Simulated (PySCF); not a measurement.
# C₃H₁₁NP₂Si (SMILES C=CN(C)[SiH](P)P): what the fields show

Input

```
{"job": {"kind": "nmr", "xc": "PBE0", "basis": "pcSseg-1"}, "charge": 0, "multiplicity": 1}
C     -2.581637     0.989073     0.533828
C     -1.263670     0.929011     0.399172
N     -0.521425    -0.119322    -0.109691
C     -1.242237    -1.306495    -0.500054
Si     1.155021     0.063831    -0.502519
P      2.081768    -1.988900    -0.382297
P      1.951902     1.602504     0.935308
H     -3.038966     1.859938     0.965649
H     -3.245846     0.202338     0.226857
H     -0.647505     1.762297     0.719039
H     -1.842647    -1.672796     0.335273
H     -0.530372    -2.079334    -0.787656
H     -1.902859    -1.105852    -1.347622
H      1.321690     0.468033    -1.918992
H      1.863381    -2.150182     0.974446
H      3.368814    -1.531679    -0.177727
H      3.272269     1.421054     0.564283
H      1.793559     2.662800     0.061047
```

Command:

```sh
OMP_NUM_THREADS=1 python probes_run.py task.json out
```

Geometry: GFN2-xTB.

Theory: PBE0/pcSseg-1, SCF density, gas phase, non-relativistic in PySCF.

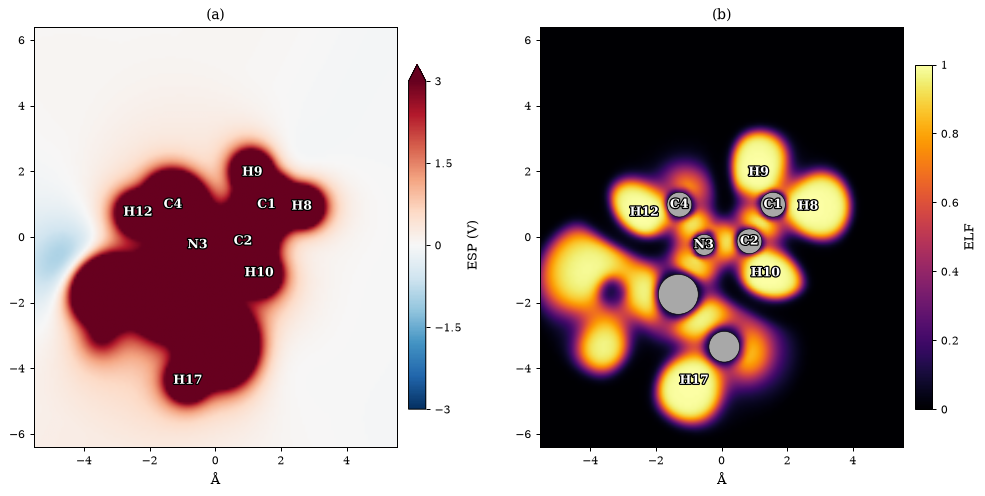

Figure 1. (a) molecular electrostatic potential; (b) ELF on the plane of atoms N3, C2 and H10. Grey discs cover the atomic cores in the ELF map.

Q: Read the bonding off the picture.

A:
- The section cuts through C, N and H sites.
- C–C (1.33 Å): the ELF peaks at about 0.95 between the atoms: a short, multiple covalent bond.
- C–N (1.38 Å): the ELF peaks at about 0.90 between the atoms (a covalent bond).
- C–H (1.07 Å): the ELF climbs to about 1 towards the hydrogen, as it does in any bond to H; a covalent bond by its length.
- C–N (1.44 Å): the ELF peaks at about 0.95 between the atoms, as expected for a covalent bond.
- The ELF also peaks beside P6, away from the bonds: lone-pair regions.
- Outside the dense part of the molecule the potential is most negative (−0.9 V) near P6, which lies off the plane.

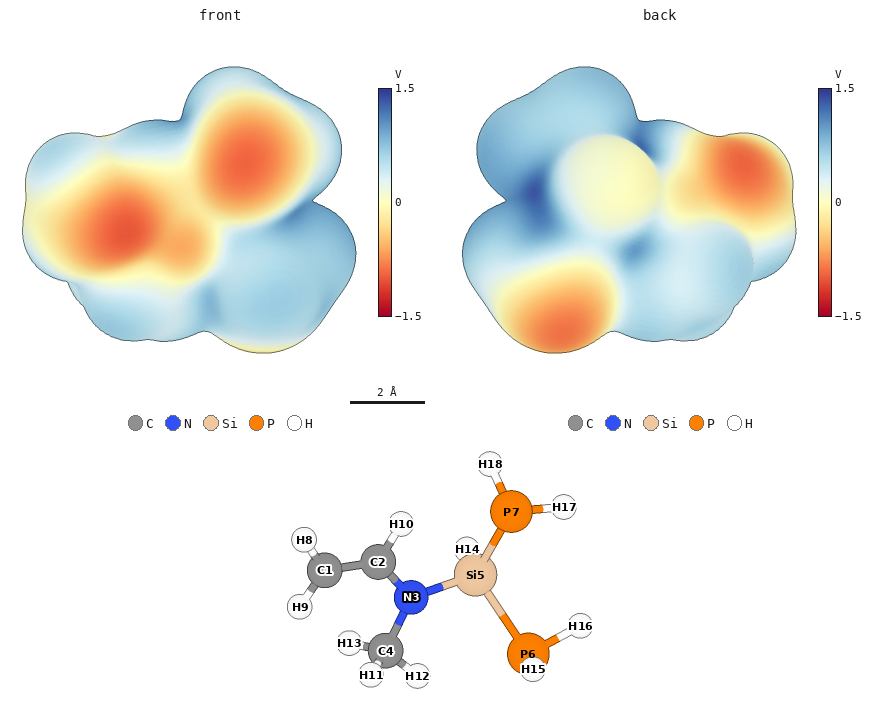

Figure 2. The molecular electrostatic potential painted on the density surface at 0.002 e/bohr³, seen from the front and from behind; the colour scale runs from red (negative) to blue (positive). The bare structure is drawn below in the same view.

Q: Which sites attract a positive test charge, and which a negative one?

A: A positive charge is drawn to the negative regions and a negative charge to the positive ones. The most negative region (about −1.0 V, or −23 kcal/mol for a unit charge) lies over C1, C2 and P7, the most positive (about +1.2 V, or +28 kcal/mol for a unit charge) over Si5.

Q: What dipole moment does the calculation give?

A: Its dipole moment is 1.00 D.
